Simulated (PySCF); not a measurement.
Property calculation of SiNH₄

System: SiNH₄, multiplicity 2, SMILES [NH][SiH3].
Method: MP2/pob-TZVP, UHF, sfX2C (PySCF 2.14.0).

The geometry comes from this level: PBE0-D4/def2-TZVP.

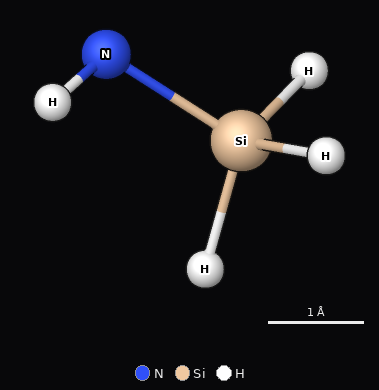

The structure (ball-and-stick view, seen at a tilt).

## The input (run.py)
```python
from pyscf import gto, mp

system = gto.M(
    atom='''
N    0.592100  -0.835200   0.909500
Si  -0.203700   0.347600  -0.110000
H    0.922800  -1.640700   0.372700
H   -1.310600  -0.282300  -0.885500
H    0.789500   0.911800  -1.068900
H   -0.748100   1.434800   0.736200
''',
    max_memory=1860,
    verbose=4,
    basis='pob-tzvp',
    spin=1,
)

mf = system.UHF()
mf = mf.x2c()
mf.max_cycle = 100
mf = mf.newton()
mf.kernel()

pt = mp.MP2(mf).run()
e_final = pt.e_tot
print(f'total energy: {e_final:.8f} hartree')
mf.analyze()
quad = mf.quad_moment()
dm_corr = pt.make_rdm1(ao_repr=True)
dip_corr = mf.dip_moment(system, dm_corr)
```

Hardware: 1 thread of Arm Neoverse V2, 24 GiB of memory available, shared host.

Launch command:
```bash
OMP_NUM_THREADS=1 python run.py
```

## Log
```
PySCF version 2.14.0

[INPUT] num. atoms = 6
[INPUT] num. electrons = 25
[INPUT] charge = 0
[INPUT] spin (= nelec alpha-beta = 2S) = 1
[INPUT] symmetry False subgroup None
[INPUT] Mole.unit = angstrom
[INPUT] Symbol           X                Y                Z      unit          X                Y                Z       unit  Magmom
[INPUT]  1 N      0.592100000000  -0.835200000000   0.909500000000 AA    1.118906838355  -1.578299259237   1.718705910292 Bohr   0.0
[INPUT]  2 Si    -0.203700000000   0.347600000000  -0.110000000000 AA   -0.384937211574   0.656868800899  -0.207869873702 Bohr   0.0
[INPUT]  3 H      0.922800000000  -1.640700000000   0.372700000000 AA    1.743839267749  -3.100473652574   0.704300926625 Bohr   0.0
[INPUT]  4 H     -1.310600000000  -0.282300000000  -0.885500000000 AA   -2.476675058855  -0.533469684965  -1.673352483302 Bohr   0.0
[INPUT]  5 H      0.789500000000   0.911800000000  -1.068900000000 AA    1.491938775344   1.723052280378  -2.019928254548 Bohr   0.0
[INPUT]  6 H     -0.748100000000   1.434800000000   0.736200000000 AA   -1.413704113787   2.711379043526   1.391216372905 Bohr   0.0

nuclear repulsion = 56.6744251402679
number of shells = 34
number of NR pGTOs = 108
number of NR cGTOs = 64
basis = pob-tzvp
ecp = {}

******** <class 'pyscf.soscf.newton_ah.SecondOrdersfX2C1eUHF'> ********
method = SecondOrdersfX2C1eUHF
initial guess = minao
damping factor = 0
level_shift factor = 0
DIIS = <class 'pyscf.scf.diis.CDIIS'>
diis_start_cycle = 1
diis_space = 8
diis_damp = 0
SCF conv_tol = 1e-09
SCF conv_tol_grad = None
SCF max_cycles = 100
direct_scf = True
direct_scf_tol = 1e-13
number electrons alpha = 13  beta = 12

******** <class 'pyscf.x2c.sfx2c1e.SpinFreeX2CHelper'> ********
approx = 1e
xuncontract = 1
******** <class 'pyscf.x2c.sfx2c1e.sfX2C1eUHF'> Newton solver flags ********
SCF tol = 1e-09
conv_tol_grad = None
max. SCF cycles = 100
direct_scf = True
direct_scf_tol = 1e-13
max_cycle_inner = 12
max_stepsize = 0.05
ah_start_tol = 1e+09
ah_level_shift = 0
ah_conv_tol = 1e-12
ah_lindep = 1e-14
ah_start_cycle = 1
ah_max_cycle = 40
ah_grad_trust_region = 2.5
kf_interval = 4
kf_trust_region = 5
canonicalization = True
Set conv_tol_grad to 3.16228e-05
  alpha nocc = 13  HOMO = -0.246855586070307  LUMO = 0.112200392312182
  beta  nocc = 12  HOMO = -0.307925595447262  LUMO = -0.246855586070307

WARN: HOMO -0.246855586070307 >= LUMO -0.246855586070307

Initial guess E= -346.183202150634  |g|= 0.213568
macro= 0  E= -346.239885193881  delta_E= -0.056683  |g|= 0.1023  3 KF 12 JK
macro= 1  E= -346.240143019917  delta_E= -0.000257826  |g|= 7.77368e-05  3 KF 14 JK
macro= 2  E= -346.240143019917  delta_E= -2.27374e-13  |g|= 7.21318e-06  1 KF 2 JK
Canonicalize SCF orbitals
macro X = 3  E=-346.240143019917  |g|= 7.21318e-06  total 8 KF 32 JK
converged SCF energy = -346.240143019917  <S^2> = 0.7586756  2S+1 = 2.0086569

******** <class 'pyscf.mp.ump2.UMP2'> ********
nocc = (np.int64(13), np.int64(12)), nmo = (64, 64)
E(UMP2) = -346.583350045674  E_corr = -0.343207025757039
E(SCS-UMP2) = -346.588731456175  E_corr = -0.348588436257781
E_corr(same-spin) = -0.0729923015199988
E_corr(oppo-spin) = -0.27021472423704
total energy: -346.58335005 hartree
**** SCF Summaries ****
Total Energy =                        -346.240143019916786
Nuclear Repulsion Energy =              56.674425140267900
One-electron Energy =                 -590.711829428088777
Two-electron Energy =                  187.797261267904076
Two-electron Coulomb Energy =          216.241833499006589
DFT Exchange-Correlation Energy =      -28.444572231102512
HOMO-LUMO gap [eV] =                     0.000000000000000
**** MO energy ****
                             alpha | beta                alpha | beta
MO #1   energy= -68.9493690440331  | -68.95005572858    occ= 1 | 1
MO #2   energy= -15.5901131217592  | -15.5601590757121  occ= 1 | 1
MO #3   energy= -6.17323226239703  | -6.17417115402328  occ= 1 | 1
MO #4   energy= -4.25522490138317  | -4.25668420465379  occ= 1 | 1
MO #5   energy= -4.25514778654917  | -4.25607071635395  occ= 1 | 1
MO #6   energy= -4.25489333683428  | -4.25560724298008  occ= 1 | 1
MO #7   energy= -1.15590144802509  | -1.0364470364818   occ= 1 | 1
MO #8   energy= -0.728892162381291 | -0.71953104688597  occ= 1 | 1
MO #9   energy= -0.601029291206633 | -0.571974516994207 occ= 1 | 1
MO #10  energy= -0.550046943471095 | -0.493981155580388 occ= 1 | 1
MO #11  energy= -0.504970057905575 | -0.486981415019809 occ= 1 | 1
MO #12  energy= -0.461313074215706 | -0.421092051524948 occ= 1 | 1
MO #13  energy= -0.454418117328834 | 0.0746227005210671 occ= 1 | 0
MO #14  energy= 0.170841988978557  | 0.177739297863009  occ= 0 | 0
MO #15  energy= 0.219578781260647  | 0.219685439402296  occ= 0 | 0
MO #16  energy= 0.224049133457729  | 0.250988159821037  occ= 0 | 0
MO #17  energy= 0.270579630145232  | 0.278536243748649  occ= 0 | 0
MO #18  energy= 0.294676927305751  | 0.301107786960321  occ= 0 | 0
MO #19  energy= 0.476390144581684  | 0.487825359857976  occ= 0 | 0
MO #20  energy= 0.482948453998924  | 0.512179893985925  occ= 0 | 0
MO #21  energy= 0.500125287475812  | 0.570715730003249  occ= 0 | 0
MO #22  energy= 0.58432848933036   | 0.586159740829817  occ= 0 | 0
MO #23  energy= 0.584831640815625  | 0.602553373474165  occ= 0 | 0
MO #24  energy= 0.613361124894166  | 0.620360226397663  occ= 0 | 0
MO #25  energy= 0.72241616113152   | 0.733770444895229  occ= 0 | 0
MO #26  energy= 0.730930226652216  | 0.760436581221482  occ= 0 | 0
MO #27  energy= 0.840099737665393  | 0.862474042292678  occ= 0 | 0
MO #28  energy= 0.904537798231181  | 0.918876561848337  occ= 0 | 0
MO #29  energy= 0.912756243260134  | 0.961915219917505  occ= 0 | 0
MO #30  energy= 0.992171585693108  | 0.991532113271486  occ= 0 | 0
MO #31  energy= 0.994951303378245  | 0.998107903887128  occ= 0 | 0
MO #32  energy= 1.06132193297246   | 1.07935927594899   occ= 0 | 0
MO #33  energy= 1.18364217387907   | 1.19411725051421   occ= 0 | 0
MO #34  energy= 1.18499868141901   | 1.19562631716818   occ= 0 | 0
MO #35  energy= 1.23901046955474   | 1.25279463712968   occ= 0 | 0
MO #36  energy= 1.30413577377206   | 1.32269412743966   occ= 0 | 0
MO #37  energy= 1.30868359921599   | 1.33634026980937   occ= 0 | 0
MO #38  energy= 1.45636802240682   | 1.47119645363899   occ= 0 | 0
MO #39  energy= 1.62965370737718   | 1.63207380551695   occ= 0 | 0
MO #40  energy= 1.77933308648622   | 1.78222547175541   occ= 0 | 0
MO #41  energy= 1.78908987349007   | 1.79914392995193   occ= 0 | 0
MO #42  energy= 1.85098635999535   | 1.86908480667473   occ= 0 | 0
MO #43  energy= 1.9224292432356    | 1.92573661229453   occ= 0 | 0
MO #44  energy= 1.94654979153475   | 1.94945428454567   occ= 0 | 0
MO #45  energy= 1.96407478423582   | 1.96767193986935   occ= 0 | 0
MO #46  energy= 2.11130075623838   | 2.13626954753053   occ= 0 | 0
MO #47  energy= 2.18011276457573   | 2.18427958299187   occ= 0 | 0
MO #48  energy= 2.25024643454116   | 2.25182281609674   occ= 0 | 0
MO #49  energy= 2.30782398392352   | 2.30990585173872   occ= 0 | 0
MO #50  energy= 2.32380017078484   | 2.42574462738355   occ= 0 | 0
MO #51  energy= 2.44251127538352   | 2.46093816329153   occ= 0 | 0
MO #52  energy= 2.5129016122066    | 2.51622852460788   occ= 0 | 0
MO #53  energy= 2.52577838731681   | 2.52673858602652   occ= 0 | 0
MO #54  energy= 2.72425211488228   | 2.74062621254668   occ= 0 | 0
MO #55  energy= 2.90279167944434   | 2.91862207417459   occ= 0 | 0
MO #56  energy= 3.48806321626122   | 3.49163141820362   occ= 0 | 0
MO #57  energy= 3.4914949975362    | 3.49511403887725   occ= 0 | 0
MO #58  energy= 3.49978741911731   | 3.49965172031121   occ= 0 | 0
MO #59  energy= 3.66438044878271   | 3.66455936636176   occ= 0 | 0
MO #60  energy= 6.13957614501459   | 6.13932132018613   occ= 0 | 0
MO #61  energy= 6.16911356197005   | 6.16878026021161   occ= 0 | 0
MO #62  energy= 6.34494915419337   | 6.34562972786766   occ= 0 | 0
MO #63  energy= 18.0222085819232   | 18.0217816332924   occ= 0 | 0
MO #64  energy= 31.2577906772684   | 31.278642805144    occ= 0 | 0

To work with the spin densities directly, `use mulliken_meta_spin()` only printing them here.

 ** Mulliken spin pop alpha/beta on meta-lowdin orthogonal AOs **
 ** Mulliken Spin Density (per AO)  **
spin_pop of  0 N 1s       -0.00000
spin_pop of  0 N 2s        0.03959
spin_pop of  0 N 3s       -0.00034
spin_pop of  0 N 4s       -0.00006
spin_pop of  0 N 2px       0.73023
spin_pop of  0 N 2py       0.23063
spin_pop of  0 N 2pz       0.04056
spin_pop of  0 N 3px       0.00481
spin_pop of  0 N 3py       0.00129
spin_pop of  0 N 3pz      -0.00461
spin_pop of  0 N 4px       0.00027
spin_pop of  0 N 4py       0.00018
spin_pop of  0 N 4pz       0.00009
spin_pop of  0 N 3dxy     -0.00147
spin_pop of  0 N 3dyz      0.00121
spin_pop of  0 N 3dz^2     0.00105
spin_pop of  0 N 3dxz      0.00166
spin_pop of  0 N 3dx2-y2   -0.00028
spin_pop of  1 Si 1s        0.00000
spin_pop of  1 Si 2s       -0.00000
spin_pop of  1 Si 3s       -0.01219
spin_pop of  1 Si 4s       -0.00008
spin_pop of  1 Si 5s       -0.00004
spin_pop of  1 Si 2px      -0.00000
spin_pop of  1 Si 2py      -0.00000
spin_pop of  1 Si 2pz      -0.00000
spin_pop of  1 Si 3px      -0.01694
spin_pop of  1 Si 3py      -0.01681
spin_pop of  1 Si 3pz      -0.01280
spin_pop of  1 Si 4px       0.00024
spin_pop of  1 Si 4py      -0.00007
spin_pop of  1 Si 4pz      -0.00022
spin_pop of  1 Si 5px       0.00013
spin_pop of  1 Si 5py      -0.00007
spin_pop of  1 Si 5pz      -0.00016
spin_pop of  1 Si 3dxy      0.00014
spin_pop of  1 Si 3dyz      0.00050
spin_pop of  1 Si 3dz^2    -0.00022
spin_pop of  1 Si 3dxz      0.00100
spin_pop of  1 Si 3dx2-y2    0.00134
spin_pop of  2 H 1s       -0.04242
spin_pop of  2 H 2s       -0.00074
spin_pop of  2 H 3s        0.00007
spin_pop of  2 H 2px       0.00044
spin_pop of  2 H 2py       0.00010
spin_pop of  2 H 2pz      -0.00027
spin_pop of  3 H 1s        0.02419
spin_pop of  3 H 2s        0.00004
spin_pop of  3 H 3s        0.00018
spin_pop of  3 H 2px       0.00005
spin_pop of  3 H 2py       0.00013
spin_pop of  3 H 2pz       0.00002
spin_pop of  4 H 1s        0.03162
spin_pop of  4 H 2s        0.00008
spin_pop of  4 H 3s        0.00026
spin_pop of  4 H 2px       0.00024
spin_pop of  4 H 2py      -0.00003
spin_pop of  4 H 2pz       0.00002
spin_pop of  5 H 1s       -0.00245
spin_pop of  5 H 2s       -0.00004
spin_pop of  5 H 3s       -0.00005
spin_pop of  5 H 2px       0.00003
spin_pop of  5 H 2py       0.00002
spin_pop of  5 H 2pz      -0.00003
 ** Mulliken Spin Density (per atom)  **
spin density of  0 N =      1.04480
spin density of  1 Si =     -0.05625
spin density of  2 H =     -0.04281
spin density of  3 H =      0.02460
spin density of  4 H =      0.03219
spin density of  5 H =     -0.00252
 ** Mulliken pop alpha/beta on meta-lowdin orthogonal AOs **
 ** Mulliken pop       alpha | beta **
pop of  0 N 1s        0.99999 | 0.99999
pop of  0 N 2s        0.80490 | 0.76531
pop of  0 N 3s        0.00095 | 0.00129
pop of  0 N 4s        0.00015 | 0.00021
pop of  0 N 2px       0.89576 | 0.16553
pop of  0 N 2py       0.72849 | 0.49786
pop of  0 N 2pz       0.84707 | 0.80651
pop of  0 N 3px       0.00564 | 0.00083
pop of  0 N 3py       0.00184 | 0.00055
pop of  0 N 3pz       0.00775 | 0.01236
pop of  0 N 4px       0.00064 | 0.00038
pop of  0 N 4py       0.00113 | 0.00096
pop of  0 N 4pz       0.00074 | 0.00064
pop of  0 N 3dxy      0.00059 | 0.00206
pop of  0 N 3dyz      0.00377 | 0.00255
pop of  0 N 3dz^2     0.00340 | 0.00235
pop of  0 N 3dxz      0.00302 | 0.00136
pop of  0 N 3dx2-y2    0.00043 | 0.00071
pop of  1 Si 1s        0.99999 | 0.99999
pop of  1 Si 2s        0.99995 | 0.99995
pop of  1 Si 3s        0.48360 | 0.49579
pop of  1 Si 4s        0.00153 | 0.00161
pop of  1 Si 5s        0.00051 | 0.00055
pop of  1 Si 2px       0.99995 | 0.99995
pop of  1 Si 2py       0.99995 | 0.99995
pop of  1 Si 2pz       0.99995 | 0.99995
pop of  1 Si 3px       0.35812 | 0.37506
pop of  1 Si 3py       0.32613 | 0.34294
pop of  1 Si 3pz       0.33779 | 0.35059
pop of  1 Si 4px       0.00176 | 0.00152
pop of  1 Si 4py       0.00168 | 0.00175
pop of  1 Si 4pz       0.00230 | 0.00252
pop of  1 Si 5px       0.00161 | 0.00148
pop of  1 Si 5py       0.00152 | 0.00159
pop of  1 Si 5pz       0.00192 | 0.00208
pop of  1 Si 3dxy      0.00486 | 0.00471
pop of  1 Si 3dyz      0.00593 | 0.00543
pop of  1 Si 3dz^2     0.00124 | 0.00147
pop of  1 Si 3dxz      0.00658 | 0.00558
pop of  1 Si 3dx2-y2    0.00322 | 0.00188
pop of  2 H 1s        0.36074 | 0.40316
pop of  2 H 2s        0.00298 | 0.00372
pop of  2 H 3s        0.00217 | 0.00210
pop of  2 H 2px       0.00069 | 0.00025
pop of  2 H 2py       0.00104 | 0.00094
pop of  2 H 2pz       0.00065 | 0.00092
pop of  3 H 1s        0.59546 | 0.57127
pop of  3 H 2s        0.00119 | 0.00115
pop of  3 H 3s        0.00060 | 0.00042
pop of  3 H 2px       0.00176 | 0.00171
pop of  3 H 2py       0.00067 | 0.00054
pop of  3 H 2pz       0.00082 | 0.00080
pop of  4 H 1s        0.59762 | 0.56600
pop of  4 H 2s        0.00123 | 0.00115
pop of  4 H 3s        0.00060 | 0.00034
pop of  4 H 2px       0.00156 | 0.00132
pop of  4 H 2py       0.00044 | 0.00047
pop of  4 H 2pz       0.00123 | 0.00121
pop of  5 H 1s        0.57730 | 0.57975
pop of  5 H 2s        0.00147 | 0.00152
pop of  5 H 3s        0.00027 | 0.00032
pop of  5 H 2px       0.00043 | 0.00040
pop of  5 H 2py       0.00165 | 0.00163
pop of  5 H 2pz       0.00108 | 0.00111
In total            13.00000 | 12.00000
 ** Mulliken atomic charges   ( Nelec_alpha | Nelec_beta ) **
charge of  0N =     -0.56770  (     4.30625      3.26145 )
charge of  1Si =      0.86358  (     6.54008      6.59634 )
charge of  2H =      0.22063  (     0.36828      0.41109 )
charge of  3H =     -0.17640  (     0.60050      0.57590 )
charge of  4H =     -0.17318  (     0.60268      0.57049 )
charge of  5H =     -0.16693  (     0.58220      0.58473 )
Dipole moment(X, Y, Z, Debye): -0.02503, -0.47283, -1.36588
Traceless quadrupole moment (Debye*A):

Dipole moment(X, Y, Z, Debye): -0.02431, -0.46671, -1.35139
```

## Summary

- outcome: converged
- total energy: −346.583350 hartree
- SCF energy: −346.240143 hartree
- correlation energy: −0.343207 hartree
- basis functions: 64
- ⟨S²⟩: 0.759
- wall time: 1.6 s
- peak memory: 0.15 GiB

The record of the run, not the program, notes: logged alpha LUMO and gap are faulty.
